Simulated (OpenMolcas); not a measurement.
**Energy and gradient calculation, with input and output: SiNH4O (part 2 of 3)**

SiNH4O, multiplicity 2, SMILES N[SiH]O; PBE0/def2-SVP, UKS (OpenMolcas 26.06). The geometry comes from this level: PBE0-D4/def2-TZVP.

Geometry of the input (Å):
```
N  -0.6949  0.5483  -0.5752
Si 0.2931  0.1590  0.7813
O  1.6229  -0.6724  0.2703
H  -0.3559  1.1681  -1.2948
H  -1.6858  0.6732  -0.4329
H  -0.5991  -0.6619  1.6647
H  1.4809  -1.2824  -0.4590
```

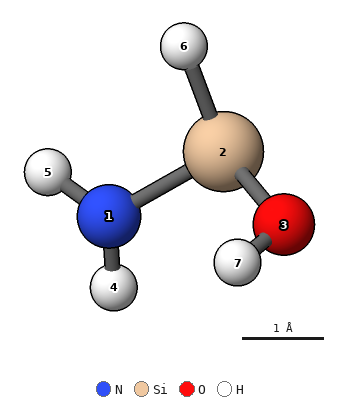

Fig. 1: The structure as given in the input (ball-and-stick view, seen at a tilt; atoms are numbered from 1 in the order of the input).

**The program's output, continued**
```
      Basis set list:
        1 N1     1s                 15 SI2    1s                 29 SI2    3d1-               43 O3     3d1-               57 H6     1s
        2 N1     1s                 16 SI2    1s                 30 SI2    3d0                44 O3     3d0                58 H6     1s
        3 N1     1s                 17 SI2    1s                 31 SI2    3d1+               45 O3     3d1+               59 H6     2px
        4 N1     2px                18 SI2    1s                 32 SI2    3d2+               46 O3     3d2+               60 H6     2py
        5 N1     2px                19 SI2    2px                33 O3     1s                 47 H4     1s                 61 H6     2pz
        6 N1     2py                20 SI2    2px                34 O3     1s                 48 H4     1s                 62 H7     1s
        7 N1     2py                21 SI2    2px                35 O3     1s                 49 H4     2px                63 H7     1s
        8 N1     2pz                22 SI2    2py                36 O3     2px                50 H4     2py                64 H7     2px
        9 N1     2pz                23 SI2    2py                37 O3     2px                51 H4     2pz                65 H7     2py
       10 N1     3d2-               24 SI2    2py                38 O3     2py                52 H5     1s                 66 H7     2pz
       11 N1     3d1-               25 SI2    2pz                39 O3     2py                53 H5     1s
       12 N1     3d0                26 SI2    2pz                40 O3     2pz                54 H5     2px
       13 N1     3d1+               27 SI2    2pz                41 O3     2pz                55 H5     2py
       14 N1     3d2+               28 SI2    3d2-               42 O3     3d2-               56 H5     2pz

  Index Energy  Occupation Coefficients ...

    1  -66.2575    1.0000         15 SI2    1s     ( 0.995),

    2  -19.1995    1.0000         33 O3     1s     ( 0.989),

    3  -14.3792    1.0000          1 N1     1s     ( 0.989),

    4   -5.3455    1.0000         16 SI2    1s     ( 1.021),

    5   -3.6849    1.0000         19 SI2    2px    ( 0.454),    22 SI2    2py    ( 0.717),    25 SI2    2pz    ( 0.500),

    6   -3.6827    1.0000         19 SI2    2px    ( 0.829),    22 SI2    2py    (-0.529),

    7   -3.6811    1.0000         25 SI2    2pz    ( 0.848),

    8   -1.0070    1.0000         33 O3     1s     ( 0.279),    34 O3     1s     ( 0.555),    35 O3     1s     ( 0.311),

    9   -0.8683    1.0000          1 N1     1s     ( 0.265),     2 N1     1s     ( 0.523),

   10   -0.5663    1.0000         16 SI2    1s     ( 0.296),    17 SI2    1s     ( 0.477),    38 O3     2py    ( 0.268),    40 O3     2pz    ( 0.255),
                                  62 H7     1s     (-0.276),

   11   -0.5127    1.0000          4 N1     2px    ( 0.305),     8 N1     2pz    (-0.273),    47 H4     1s     (-0.326),    52 H5     1s     ( 0.264),

   12   -0.4895    1.0000          4 N1     2px    ( 0.306),     8 N1     2pz    ( 0.155),    17 SI2    1s     (-0.216),    20 SI2    2px    ( 0.157),
                                  35 O3     1s     ( 0.161),    38 O3     2py    ( 0.182),    40 O3     2pz    ( 0.245),    52 H5     1s     ( 0.232),
                                  62 H7     1s     (-0.208),

   13   -0.3952    1.0000          8 N1     2pz    ( 0.210),    26 SI2    2pz    ( 0.212),    38 O3     2py    (-0.247),    39 O3     2py    (-0.165),
                                  47 H4     1s     ( 0.151),    57 H6     1s     ( 0.300),

   14   -0.3701    1.0000         36 O3     2px    ( 0.508),    37 O3     2px    ( 0.351),

   15   -0.3311    1.0000         38 O3     2py    ( 0.327),    39 O3     2py    ( 0.252),    40 O3     2pz    (-0.397),    41 O3     2pz    (-0.290),

   16   -0.3056    1.0000          6 N1     2py    ( 0.399),     7 N1     2py    (-0.335),     8 N1     2pz    ( 0.248),    36 O3     2px    ( 0.212),

   17   -0.1919    1.0000         17 SI2    1s     ( 0.301),    18 SI2    1s     ( 0.442),    23 SI2    2py    ( 0.264),    24 SI2    2py    ( 0.305),
                                  27 SI2    2pz    ( 0.240),    58 H6     1s     (-0.283),

   18    0.0533    0.0000          3 N1     1s     (-1.400),    53 H5     1s     ( 0.746),

   19    0.0568    0.0000         21 SI2    2px    ( 0.838),    24 SI2    2py    (-0.441),    35 O3     1s     (-0.869),    63 H7     1s     ( 0.634),

   20    0.1068    0.0000         21 SI2    2px    (-0.859),    27 SI2    2pz    ( 0.784),    48 H4     1s     ( 0.840),    58 H6     1s     (-1.324),

   21    0.1303    0.0000         21 SI2    2px    (-0.666),    24 SI2    2py    ( 0.599),    48 H4     1s     (-0.934),    63 H7     1s     ( 1.096),

   22    0.1358    0.0000          5 N1     2px    ( 0.787),    53 H5     1s     ( 1.563),

   23    0.1675    0.0000         17 SI2    1s     (-0.708),    18 SI2    1s     (-1.289),    27 SI2    2pz    ( 0.662),    48 H4     1s     ( 0.874),
                                  58 H6     1s     ( 1.112),

   24    0.2239    0.0000         17 SI2    1s     ( 1.957),    18 SI2    1s     (-3.255),

   25    0.3724    0.0000         18 SI2    1s     (-0.598),    23 SI2    2py    ( 0.631),    24 SI2    2py    (-0.527),    57 H6     1s     (-0.498),
                                  58 H6     1s     ( 0.978),

   26    0.3978    0.0000         17 SI2    1s     (-0.321),    18 SI2    1s     ( 0.420),    21 SI2    2px    ( 0.359),    23 SI2    2py    (-0.289),
                                  24 SI2    2py    ( 0.348),    26 SI2    2pz    ( 0.457),    27 SI2    2pz    (-0.571),    30 SI2    3d0    (-0.344),
                                  32 SI2    3d2+   ( 0.403),    47 H4     1s     ( 0.357),    48 H4     1s     (-0.498),    52 H5     1s     (-0.293),
                                  53 H5     1s     ( 0.433),    62 H7     1s     ( 0.412),    63 H7     1s     (-0.329),

   27    0.4512    0.0000         18 SI2    1s     (-1.254),    21 SI2    2px    ( 0.636),    26 SI2    2pz    (-0.950),    27 SI2    2pz    ( 0.995),

   28    0.4663    0.0000         20 SI2    2px    ( 0.812),    21 SI2    2px    (-1.066),    23 SI2    2py    (-0.704),    24 SI2    2py    ( 0.901),
                                  35 O3     1s     ( 0.553),

   29    0.5076    0.0000         18 SI2    1s     (-0.851),    24 SI2    2py    ( 0.590),    32 SI2    3d2+   (-0.514),    58 H6     1s     ( 0.543),

   30    0.5319    0.0000         18 SI2    1s     (-1.656),    21 SI2    2px    ( 1.411),    27 SI2    2pz    (-1.131),    58 H6     1s     ( 2.122),

--

      All orbitals with orbital energies smaller than  E(LUMO)+0.5 are printed

++    Molecular orbitals:
      -------------------

      Title: UKS-DFT orbitals (beta)

      Molecular orbitals for symmetry species 1: a

      Basis set list:
        1 N1     1s                 15 SI2    1s                 29 SI2    3d1-               43 O3     3d1-               57 H6     1s
        2 N1     1s                 16 SI2    1s                 30 SI2    3d0                44 O3     3d0                58 H6     1s
        3 N1     1s                 17 SI2    1s                 31 SI2    3d1+               45 O3     3d1+               59 H6     2px
        4 N1     2px                18 SI2    1s                 32 SI2    3d2+               46 O3     3d2+               60 H6     2py
        5 N1     2px                19 SI2    2px                33 O3     1s                 47 H4     1s                 61 H6     2pz
        6 N1     2py                20 SI2    2px                34 O3     1s                 48 H4     1s                 62 H7     1s
        7 N1     2py                21 SI2    2px                35 O3     1s                 49 H4     2px                63 H7     1s
        8 N1     2pz                22 SI2    2py                36 O3     2px                50 H4     2py                64 H7     2px
        9 N1     2pz                23 SI2    2py                37 O3     2px                51 H4     2pz                65 H7     2py
       10 N1     3d2-               24 SI2    2py                38 O3     2py                52 H5     1s                 66 H7     2pz
       11 N1     3d1-               25 SI2    2pz                39 O3     2py                53 H5     1s
       12 N1     3d0                26 SI2    2pz                40 O3     2pz                54 H5     2px
       13 N1     3d1+               27 SI2    2pz                41 O3     2pz                55 H5     2py
       14 N1     3d2+               28 SI2    3d2-               42 O3     3d2-               56 H5     2pz

  Index Energy  Occupation Coefficients ...

    1  -66.2544    1.0000         15 SI2    1s     ( 0.995),

    2  -19.1979    1.0000         33 O3     1s     ( 0.989),

    3  -14.3761    1.0000          1 N1     1s     ( 0.989),

    4   -5.3411    1.0000         16 SI2    1s     ( 1.021),

    5   -3.6802    1.0000         19 SI2    2px    ( 0.862),    22 SI2    2py    (-0.474),

    6   -3.6787    1.0000         25 SI2    2pz    ( 0.880),

    7   -3.6756    1.0000         19 SI2    2px    ( 0.415),    22 SI2    2py    ( 0.777),    25 SI2    2pz    ( 0.441),

    8   -1.0035    1.0000         33 O3     1s     ( 0.279),    34 O3     1s     ( 0.553),    35 O3     1s     ( 0.313),

    9   -0.8611    1.0000          1 N1     1s     ( 0.263),     2 N1     1s     ( 0.518),

   10   -0.5539    1.0000         16 SI2    1s     ( 0.279),    17 SI2    1s     ( 0.443),    38 O3     2py    ( 0.273),    40 O3     2pz    ( 0.267),
                                  62 H7     1s     (-0.280),

   11   -0.5097    1.0000          4 N1     2px    ( 0.315),     8 N1     2pz    (-0.270),    47 H4     1s     (-0.328),    52 H5     1s     ( 0.276),

   12   -0.4837    1.0000          4 N1     2px    ( 0.294),     8 N1     2pz    ( 0.166),    17 SI2    1s     (-0.214),    20 SI2    2px    ( 0.159),
                                  35 O3     1s     ( 0.163),    38 O3     2py    ( 0.170),    40 O3     2pz    ( 0.249),    52 H5     1s     ( 0.223),
                                  62 H7     1s     (-0.201),

   13   -0.3852    1.0000          8 N1     2pz    ( 0.194),    17 SI2    1s     ( 0.147),    23 SI2    2py    (-0.144),    26 SI2    2pz    ( 0.186),
                                  36 O3     2px    (-0.188),    38 O3     2py    (-0.258),    39 O3     2py    (-0.178),    47 H4     1s     ( 0.138),
                                  57 H6     1s     ( 0.274),

   14   -0.3637    1.0000         36 O3     2px    ( 0.493),    37 O3     2px    ( 0.345),

   15   -0.3217    1.0000         38 O3     2py    ( 0.340),    39 O3     2py    ( 0.265),    40 O3     2pz    (-0.370),    41 O3     2pz    (-0.275),
                                  57 H6     1s     ( 0.204),    58 H6     1s     ( 0.195),

   16   -0.2867    1.0000          6 N1     2py    ( 0.430),     7 N1     2py    (-0.377),     8 N1     2pz    ( 0.264),     9 N1     2pz    (-0.223),

   17   -0.0532    0.0000         17 SI2    1s     ( 0.292),    18 SI2    1s     ( 0.573),    24 SI2    2py    ( 0.354),    58 H6     1s     (-0.337),

   18    0.0613    0.0000          3 N1     1s     (-1.374),    48 H4     1s     ( 0.770),    53 H5     1s     ( 0.797),

   19    0.0707    0.0000          3 N1     1s     ( 0.550),    21 SI2    2px    ( 0.712),    24 SI2    2py    (-0.451),    35 O3     1s     (-0.845),
                                  63 H7     1s     ( 0.722),

   20    0.1204    0.0000         21 SI2    2px    ( 0.785),    48 H4     1s     (-1.006),    53 H5     1s     ( 0.995),    58 H6     1s     ( 1.103),

   21    0.1393    0.0000         21 SI2    2px    (-0.882),    48 H4     1s     (-0.948),    63 H7     1s     ( 1.114),

   22    0.1507    0.0000         24 SI2    2py    (-0.741),    27 SI2    2pz    ( 1.004),    53 H5     1s     ( 1.211),    58 H6     1s     (-1.082),

   23    0.1769    0.0000         18 SI2    1s     (-1.606),    27 SI2    2pz    ( 0.862),    48 H4     1s     ( 0.872),    58 H6     1s     ( 1.026),

   24    0.2405    0.0000         17 SI2    1s     ( 1.993),    18 SI2    1s     (-3.134),

   25    0.3991    0.0000         17 SI2    1s     ( 0.683),    18 SI2    1s     (-0.896),    23 SI2    2py    ( 0.621),    58 H6     1s     ( 1.091),

   26    0.4145    0.0000         18 SI2    1s     ( 0.429),    21 SI2    2px    ( 0.521),    26 SI2    2pz    ( 0.557),    27 SI2    2pz    (-0.721),
                                  30 SI2    3d0    (-0.362),    32 SI2    3d2+   ( 0.361),    48 H4     1s     (-0.497),    53 H5     1s     ( 0.460),
                                  62 H7     1s     ( 0.436),    63 H7     1s     (-0.411),

--

++    Molecular charges:
      ------------------

      Mulliken charges per centre and basis function type
      ---------------------------------------------------

                            N1                      SI2                     O3                      H4                      H5                      H6
                     alpha        beta       alpha        beta       alpha        beta       alpha        beta       alpha        beta       alpha        beta
      1s           1.7089      1.7051      2.7545      2.4927      1.8523      1.8496      0.4052      0.4109      0.4042      0.4077      0.5987      0.5123
      2px          0.5643      0.5561      1.3149      1.2230      0.8316      0.8331      0.0059      0.0060      0.0121      0.0120      0.0015      0.0017
      2pz          0.6747      0.6226      1.3706      1.2667      0.7498      0.7548      0.0096      0.0089      0.0060      0.0054      0.0020      0.0012
      2py          0.8069      0.7607      1.5268      1.2282      0.7733      0.7600      0.0086      0.0084      0.0064      0.0060      0.0016      0.0017
      3d2+         0.0014      0.0012      0.0274      0.0221      0.0010      0.0007      0.0000      0.0000      0.0000      0.0000      0.0000      0.0000
      3d1+         0.0008      0.0007      0.0550      0.0535      0.0008      0.0008      0.0000      0.0000      0.0000      0.0000      0.0000      0.0000
      3d0          0.0006      0.0006      0.0240      0.0238      0.0005      0.0005      0.0000      0.0000      0.0000      0.0000      0.0000      0.0000
      3d1-         0.0014      0.0014      0.0316      0.0242      0.0011      0.0008      0.0000      0.0000      0.0000      0.0000      0.0000      0.0000
      3d2-         0.0006      0.0006      0.0426      0.0403      0.0010      0.0010      0.0000      0.0000      0.0000      0.0000      0.0000      0.0000
      Total        3.7595      3.6489      7.1474      6.3744      4.2114      4.2014      0.4293      0.4342      0.4286      0.4310      0.6038      0.5169
      Total              7.4085                 13.5218                  8.4128                  0.8635                  0.8596                  1.1208

      Charge           -0.4085                  0.4782                 -0.4128                  0.1365                  0.1404                 -0.1208

                            H7
                     alpha        beta
      1s           0.3838      0.3571
      2px          0.0092      0.0092
      2pz          0.0142      0.0142
      2py          0.0127      0.0127
      3d2+         0.0000      0.0000
      3d1+         0.0000      0.0000
      3d0          0.0000      0.0000
      3d1-         0.0000      0.0000
      3d2-         0.0000      0.0000
      Total        0.4198      0.3932
      Total              0.8130

      Charge            0.1870

      Total electronic charge=   33.000000

      Total            charge=   -0.000000
--

++    Molecular orbitals:
      -------------------

      Title: Natural orbitals

      Molecular orbitals for symmetry species 1: a

      Basis set list:
        1 N1     1s                 15 SI2    1s                 29 SI2    3d1-               43 O3     3d1-               57 H6     1s
        2 N1     1s                 16 SI2    1s                 30 SI2    3d0                44 O3     3d0                58 H6     1s
        3 N1     1s                 17 SI2    1s                 31 SI2    3d1+               45 O3     3d1+               59 H6     2px
        4 N1     2px                18 SI2    1s                 32 SI2    3d2+               46 O3     3d2+               60 H6     2py
        5 N1     2px                19 SI2    2px                33 O3     1s                 47 H4     1s                 61 H6     2pz
        6 N1     2py                20 SI2    2px                34 O3     1s                 48 H4     1s                 62 H7     1s
        7 N1     2py                21 SI2    2px                35 O3     1s                 49 H4     2px                63 H7     1s
        8 N1     2pz                22 SI2    2py                36 O3     2px                50 H4     2py                64 H7     2px
        9 N1     2pz                23 SI2    2py                37 O3     2px                51 H4     2pz                65 H7     2py
       10 N1     3d2-               24 SI2    2py                38 O3     2py                52 H5     1s                 66 H7     2pz
       11 N1     3d1-               25 SI2    2pz                39 O3     2py                53 H5     1s
       12 N1     3d0                26 SI2    2pz                40 O3     2pz                54 H5     2px
       13 N1     3d1+               27 SI2    2pz                41 O3     2pz                55 H5     2py
       14 N1     3d2+               28 SI2    3d2-               42 O3     3d2-               56 H5     2pz

  Index Energy  Occupation Coefficients ...

    1  -66.2559    2.0000         15 SI2    1s     ( 0.995),

    2  -19.1973    2.0000         33 O3     1s     ( 0.991),

    3  -14.3631    2.0000          1 N1     1s     ( 0.996),

    4   -5.2423    2.0000         16 SI2    1s     ( 0.991),

    5   -3.6868    2.0000         19 SI2    2px    (-0.795),    25 SI2    2pz    (-0.526),

    6   -3.7195    2.0000         22 SI2    2py    (-0.850),

    7   -3.6855    2.0000         19 SI2    2px    ( 0.424),    22 SI2    2py    (-0.401),    25 SI2    2pz    (-0.788),

    8   -0.3980    2.0000          4 N1     2px    (-0.251),    36 O3     2px    ( 0.420),    37 O3     2px    ( 0.293),    40 O3     2pz    ( 0.222),

    9   -0.9388    2.0000         34 O3     1s     ( 0.491),    35 O3     1s     ( 0.254),
```
